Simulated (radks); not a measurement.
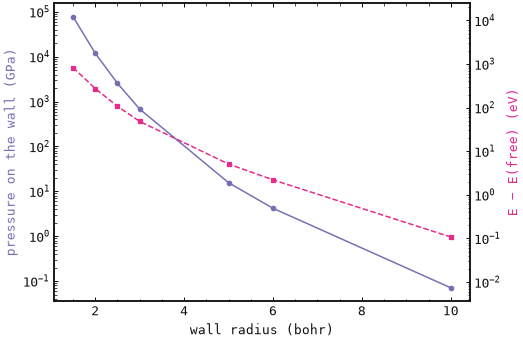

Atomic potassium (K) in the configuration [Ar] 4s1 (high spin). It is put inside a hard spherical wall of varying radius. The calculation used the in-house radial solver radks at this level: non-relativistic Kohn-Sham, LDA (Slater exchange, VWN5 correlation), spin-polarised, spherical densities, point nucleus. The plot shows the pressure on the wall (left axis) and the energy above the free species (right axis).

> Read the pressure and the energy cost of confinement.

The pressure grows from 0.071 GPa at 10 bohr through 680 GPa at 3 bohr to 78000 GPa at 1.5 bohr, and the energy above the free species from 0.108 eV through 48.3 eV to 831.4 eV. The pressure is −dE/dV with V = 4πR³/3.
